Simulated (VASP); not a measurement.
Band structure of MgO (rock salt). Method: revTPSS meta-GGA, VASP's PBE PAW potentials (set 64) (plane waves; VASP).

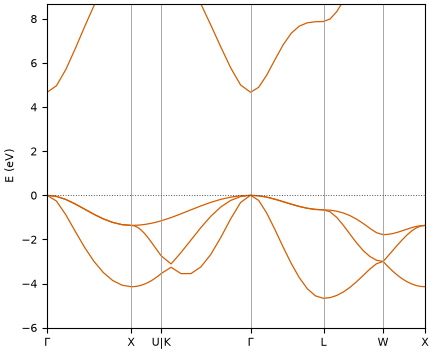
Figure: Bands along high-symmetry lines, zero at the valence-band maximum or, without a gap, the Fermi level

Problem. Read the plot: is there a gap, and where are the band edges?

Solution. The gap is direct, 4.67 eV, from the valence maximum at Γ to the conduction minimum at Γ.

Measured: gap 8.36 eV (computed value off by -3.69 eV), as given by Wei Chen et al., Physical Review Materials (2018), doi:10.1103/physrevmaterials.2.073803 [zero-point renormalisation of 0.53 eV added back (the table's ZPR column)].

The compound is MgO in the rock salt structure. It was relaxed first.
